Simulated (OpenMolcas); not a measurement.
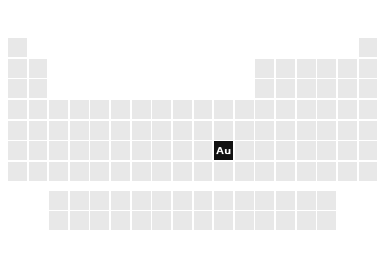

The place of gold in the periodic table.

Run report: Au⁷⁺, multiconfigurational calculation

System: Au⁷⁺.
Method: state-averaged MS-CASPT2, IPEA shift 0.25, imaginary shift 0.1 hartree, semicore shells correlated, active space 4 electrons in the shell 5d, basis ANO-RCC-VQZP, DKH2 scalar Hamiltonian, spin-orbit coupling by RASSI with atomic mean-field integrals (OpenMolcas).

The input:
```
&GATEWAY
Coord
1

Au 0.0 0.0 0.0
Basis=ANO-RCC-VQZP
Group=XYZ
NoMove
AngMom=0.0 0.0 0.0
AMFI
&SEWARD
&RASSCF
FileOrb=start.orb
Symmetry=1
Spin=5
nActEl=4 0 0
Inactive=15 19
Ras2=5 0
CIRoot=5 5 1
SDav=5
CIMx=300
Iter=120 100
PrWF=0.3
OrbListing=Nothing
MaxOrb=0
Atom
>>> COPY $Project.JobIph JOB001
&RASSCF
FileOrb=start.orb
Symmetry=1
Spin=3
nActEl=4 0 0
Inactive=15 19
Ras2=5 0
CIRoot=45 45 1
SDav=45
CIMx=300
Iter=120 100
PrWF=0.3
OrbListing=Nothing
MaxOrb=0
Atom
>>> COPY $Project.JobIph JOB002
&RASSCF
FileOrb=start.orb
Symmetry=1
Spin=1
nActEl=4 0 0
Inactive=15 19
Ras2=5 0
CIRoot=50 50 1
SDav=50
CIMx=300
Iter=120 100
PrWF=0.3
OrbListing=Nothing
MaxOrb=0
Atom
>>> COPY $Project.JobIph JOB003
&RASSI
NrOfJobIphs=3 5 45 44
1 2 3 4 5
1 2 3 4 5 6 7 8 9 10 11 12 13 14 15 16 17 18 19 20 21 22 23 24 25 26 27
28 29 30 31 32 33 34 35 36 37 38 39 40 41 42 43 44 45
1 2 3 4 5 6 7 8 9 10 11 12 13 14 15 16 17 18 19 20 21 22 23 24 25 26 27
28 29 30 31 32 33 34 35 36 37 38 39 40 41 42 43 44
IphNames
JOB001
JOB002
JOB003
EJob
SpinOrbit
DIPRint=1.0
SOCoupling=1000.0
Subsets=2
MEES
Property=10
'ANGMOM' 1 'ANGMOM' 2 'ANGMOM' 3 'MLTPL  1' 1 'MLTPL  1' 2 'MLTPL  1' 3
'AMFI' 1 'AMFI' 2 'AMFI' 3 'MLTPL  2' 6
SOProperty=3
'ANGMOM' 1 'ANGMOM' 2 'ANGMOM' 3
>>> COPY JOB001 $Project.JobIph
&CASPT2
Multistate=5 1 2 3 4 5
Frozen=14 16
IPAE=0.25
Imaginary=0.1
MaxIter=60
WThr=0.0 0.3 0.05
PrWF=0.5
NoMix
```

The file start.orb holds starting orbitals from an earlier step.

Hardware: 1 thread of Intel Xeon @ 2.50GHz (Skylake/Cascade Lake), 96 GiB of memory available, shared host.

Command:
```bash
OMP_NUM_THREADS=1 MOLCAS_MEM=2252 MOLCAS_PROJECT=a pymolcas a.inp > a.log  # once for each step of the input, in one work folder
```

Output (extracts):
```
|        MOLCAS_PRINT = 2
  |       MOLCAS_SOURCE = [file]
  |    MOLCAS_STRUCTURE = 0
  |
   -----------------------------------------------------------------------------------------
++ ---------   Input file   ---------
>>> COPY JOB001 $Project.JobIph
&CASPT2
Multistate=5 1 2 3 4 5
Frozen=14 16
IPAE=0.25
Imaginary=0.1
MaxIter=60
WThr=0.0 0.3 0.05
PrWF=0.5
NoMix
-- ----------------------------------
>>> COPY JOB001 a.JobIph
*** symbolic link created: INPORB -> a.RasOrb
--- Start Module: caspt2 at  ---
()()()()()()()()()()()()()()()()()()()()()()()()()()()()()()()()()()()()()()()()()()()()()()()()()()
                                              &CASPT2
                                   only a single process is used
                       available to each process: 2.3 GB of memory, 1 thread
()()()()()()()()()()()()()()()()()()()()()()()()()()()()()()()()()()()()()()()()()()()()()()()()()()
 ###    ERROR: Unrecognized keyword: IPAE                                    ###
--- Stop Module: caspt2 at  /rc=_RC_INPUT_ERROR_ ---
.####################.
.# User input error #.
.####################.
```

Outcome:

- outcome: refused by the program

What went wrong:

This input holds a deliberate fault: misspelt keyword. The program refused the input; the driver noted: CASPT2 spin 5: _RC_INPUT_ERROR_.
